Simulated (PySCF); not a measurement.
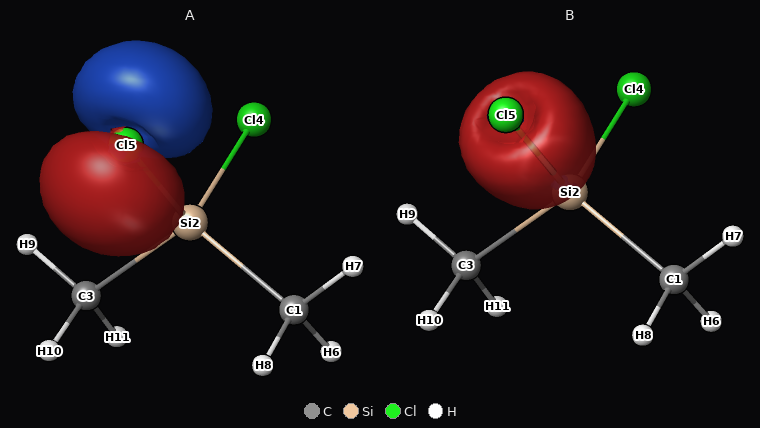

*C2H6Cl2Si, SMILES `C[Si](C)(Cl)Cl`. Pipek–Mezey orbitals, occupied; each surface holds about 70 % of the orbital's density. Energies are diagonal elements of the Fock matrix.*

Method: PBE0/def2-SVP; geometry: GFN2-xTB; program: PySCF. No frequency check shows the geometry to be a minimum. GFN2-xTB bond lengths at metals and heavier atoms can be off by up to 0.1 Å and shapes distorted, which carries into these values.

Question: Identify each orbital.

Answer: By panel:
- A: lone pair on Cl5 (p-type) (Cl5 96 %, Si2 4 %; −9.5 eV)
- B: σ bond Cl5–Si2 (Cl5 71 %, Si2 28 %; −16.8 eV)

Question: How do all the valence pairs divide up?

Answer: 16 pairs: 10 σ bonds and 6 lone pairs.

Run time: 13 s on 1 thread of Intel(R) Xeon(R) Platinum 8259CL CPU @ 2.50GHz (Skylake/Cascade Lake), with other jobs on the host, peak memory 0.5 GiB.
